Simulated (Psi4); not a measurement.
# UM06-2X/def2-QZVP (core potential, sweep point 5) run of InH2 (SMILES [InH2])

What is the vertical doublet–quartet gap of InH2 at UM06-2X/def2-QZVP (core potential, sweep point 5)? Input form: a Python script.

The calculation is run with Psi4 1.11.

**1. The molecule**

InH2 has 3 atoms, charge 0, and is taken as a doublet. As SMILES, `[InH2]`. The shape is that of a PBE0-D4/def2-TZVP optimisation.

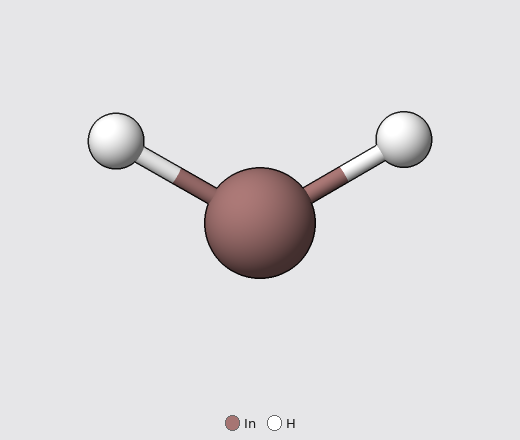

The structure, seen from a chosen angle (indium brown, hydrogen white).

**2. A single-point energy at UM06-2X/def2-QZVP (core potential, sweep point 5)**

Contents of job.py:

```python
import psi4

psi4.set_memory(1600000000)
psi4.set_num_threads(1)
psi4.set_output_file('run.log', False)

geom = psi4.geometry("""
0 2
In     0.72678867    -0.80388949     0.28308097
H      1.30636767     2.39125944     0.98568115
H     -2.05394332    -1.70982420    -1.29389548
units bohr
symmetry c1
""")

psi4.set_options({
    'reference': 'uks',
    'puream': True,
    'scf_type': 'pk',
    'dft_radial_points': 99,
    'dft_spherical_points': 590,
    'maxiter': 150,
})

e_tot, wfn = psi4.energy('m06-2x/def2-QZVP', molecule=geom, return_wfn=True)
print(f'm06-2x/def2-QZVP energy: {e_tot:.10f} Eh')
```

Launch:

```
$ python job.py
```

run.log, shortened:

```text
[...]
    !!!  WARNING: ECP capability is in beta. Please check occupations closely.  !!!
[...]
  Running in c1 symmetry.
[...]
  Nuclear repulsion =   12.814194973493310
[...]
  Multiplicity = 2
[...]
  Nalpha       = 12
  Nbeta        = 11
[...]
    Number of basis functions: 142
[...]
   @UKS iter   1:  -191.10046940065570   -8.15591e-01   3.45460e-03 ADIIS/DIIS
[...]
   @UKS iter   8:  -191.19835937637086   -8.62912e-08   5.19648e-07 DIIS
[...]
   @S^2 Observed:                7.547868814E-01
[...]
    Orbital Energies [Eh]
    ---------------------
    Alpha Occupied:
       1A     -4.881281     2A     -3.261657     3A     -3.254659
       4A     -3.250910     5A     -0.882044     6A     -0.877595
       7A     -0.875008     8A     -0.873638     9A     -0.870175
      10A     -0.468202    11A     -0.347761    12A     -0.234850
    Alpha Virtual:
      13A     -0.051317    14A      0.032937    15A      0.036841
      16A      0.051023    17A      0.062053    18A      0.076078
      19A      0.089872    20A      0.129693    21A      0.134324
      22A      0.134708    23A      0.208873    24A      0.232942
      25A      0.270552    26A      0.278336    27A      0.345239
[...]
  @UKS Final Energy:  -191.19835937637086
   => Energetics <=
    Nuclear Repulsion Energy =             12.8141949734933096
    One-Electron Energy =                -361.2970479075793264
    Two-Electron Energy =                 165.7392896460737290
    DFT Exchange-Correlation Energy =      -8.4547960883586022
    Empirical Dispersion Energy =           0.0000000000000000
    VV10 Nonlocal Energy =                  0.0000000000000000
    Total Energy =                       -191.1983593763708598
[...]
 Multipole Moments:
 ------------------------------------------------------------------------------------
     Multipole            Electronic (a.u.)      Nuclear  (a.u.)        Total (a.u.)
 ------------------------------------------------------------------------------------
 L = 1.  Multiply by 2.5417464519 to convert [e a0] to [Debye]
 Dipole X            :          2.0385436           -1.8881271            0.1504164
 Dipole Y            :         -1.9934189            1.8464449           -0.1469739
 Dipole Z            :          0.0000027           -0.0000000            0.0000027
 Magnitude           :                                                    0.2103009
[...]
```

The script printed:

```text
m06-2x/def2-QZVP energy: -191.1983593764 Eh
```

Wall time 63 s (1 thread of Intel Xeon Platinum 8259CL at 2.50GHz (Skylake/Cascade Lake), shared host); peak memory 1.2 GiB.

**3. The quartet at the same level**

Contents of h2in.py:

```python
import psi4

psi4.set_memory(1600000000)
psi4.set_num_threads(1)
psi4.core.set_output_file('h2in.out', False)

mol = psi4.geometry("""
0 4
In     0.72678867    -0.80388949     0.28308097
H      1.30636767     2.39125944     0.98568115
H     -2.05394332    -1.70982420    -1.29389548
units bohr
symmetry c1
""")

options = {'basis': 'def2-QZVP', 'reference': 'uks', 'puream': True, 'scf_type': 'pk', 'dft_radial_points': 99, 'dft_spherical_points': 590, 'maxiter': 150}
psi4.set_options(options)

E = psi4.energy('M06-2X')
print(f'total energy {E:.8f} hartree = {E * 27.211386:.5f} eV')
for k, v in sorted(psi4.core.scalar_variables().items()):
    print(f'{k:45s} {v:18.10f}')
```

Launch:

```
$ python h2in.py
```

h2in.out, shortened:

```text
[...]
    !!!  WARNING: ECP capability is in beta. Please check occupations closely.  !!!
[...]
  Running in c1 symmetry.
[...]
  Nuclear repulsion =   12.814194973493310
[...]
  Multiplicity = 4
[...]
  Nalpha       = 13
  Nbeta        = 10
[...]
    Number of basis functions: 142
[...]
   @UKS iter   1:  -190.94398512155291   -6.59107e-01   3.53849e-03 DIIS/ADIIS
[...]
   @UKS iter  10:  -191.04520110016441   -8.44120e-08   7.71376e-07 DIIS
[...]
   @S^2 Observed:                3.766461476E+00
[...]
    Orbital Energies [Eh]
    ---------------------
    Alpha Occupied:
       1A     -4.885894     2A     -3.263559     3A     -3.260325
       4A     -3.256064     5A     -0.891304     6A     -0.888028
       7A     -0.877162     8A     -0.875600     9A     -0.874242
      10A     -0.539116    11A     -0.446278    12A     -0.269128
      13A     -0.177519
    Alpha Virtual:
      14A      0.019796    15A      0.031441    16A      0.056007
      17A      0.068554    18A      0.070666    19A      0.073685
      20A      0.118966    21A      0.132275    22A      0.132429
      23A      0.205704    24A      0.230883    25A      0.255755
[...]
  @UKS Final Energy:  -191.04520110016441
   => Energetics <=
    Nuclear Repulsion Energy =             12.8141949734933096
    One-Electron Energy =                -360.9351699757189635
    Two-Electron Energy =                 165.5008189753633872
    DFT Exchange-Correlation Energy =      -8.4250450733021456
    Empirical Dispersion Energy =           0.0000000000000000
    VV10 Nonlocal Energy =                  0.0000000000000000
    Total Energy =                       -191.0452011001644053
[...]
 Multipole Moments:
 ------------------------------------------------------------------------------------
     Multipole            Electronic (a.u.)      Nuclear  (a.u.)        Total (a.u.)
 ------------------------------------------------------------------------------------
 L = 1.  Multiply by 2.5417464519 to convert [e a0] to [Debye]
 Dipole X            :          1.6368352           -1.8881271           -0.2512919
 Dipole Y            :         -1.6013163            1.8464449            0.2451287
 Dipole Z            :          0.0000000           -0.0000000            0.0000000
 Magnitude           :                                                    0.3510494
[...]
```

On the terminal:

```text
total energy -191.04520110 hartree = -5198.60471 eV
CURRENT ENERGY                                   -191.0452011002
CURRENT REFERENCE ENERGY                         -191.0452011002
DD SOLVATION ENERGY                                 0.0000000000
DFT FUNCTIONAL TOTAL ENERGY                      -191.0452011002
DFT TOTAL ENERGY                                 -191.0452011002
DFT VV10 ENERGY                                     0.0000000000
DFT XC ENERGY                                      -8.4250450733
GRID ELECTRONS ALPHA                               13.0000002950
GRID ELECTRONS BETA                                 9.9999999335
GRID ELECTRONS TOTAL                               23.0000002285
NUCLEAR REPULSION ENERGY                           12.8141949735
ONE-ELECTRON ENERGY                              -360.9351699757
PCM POLARIZATION ENERGY                             0.0000000000
PE ENERGY                                           0.0000000000
SCF ITERATION ENERGY                             -191.0452011002
SCF ITERATIONS                                     10.0000000000
SCF TOTAL ENERGY                                 -191.0452011002
TWO-ELECTRON ENERGY                               165.5008189754
XC GRID RADIAL POINTS                              99.0000000000
XC GRID SPHERICAL POINTS                          590.0000000000
XC GRID TOTAL POINTS                           169071.0000000000
```

Run time: 76 s. Hardware: 1 thread of Intel Xeon Platinum 8259CL at 2.50GHz (Skylake/Cascade Lake), shared host; peak memory 1.2 GiB.

**4. What came out**

At UM06-2X/def2-QZVP (core potential, sweep point 5):

| quantity | value |
| --- | --- |
| doublet: total energy | -191.19836 Eh |
| doublet: dipole moment | 0.53 D |
| doublet: HOMO energy (highest over α and β) | -6.39 eV |
| doublet: LUMO energy (lowest over α and β) | -2.76 eV |
| doublet: ⟨S²⟩ | 0.755 |
| quartet: total energy | -191.04520 Eh |
| quartet: dipole moment | 0.89 D |
| quartet: HOMO energy (highest over α and β) | -4.83 eV |
| quartet: ⟨S²⟩ | 3.766 |
| vertical energy of the quartet above the doublet | 4.168 eV |

At this shape the quartet lies 4.17 eV (402 kJ/mol) above the doublet.
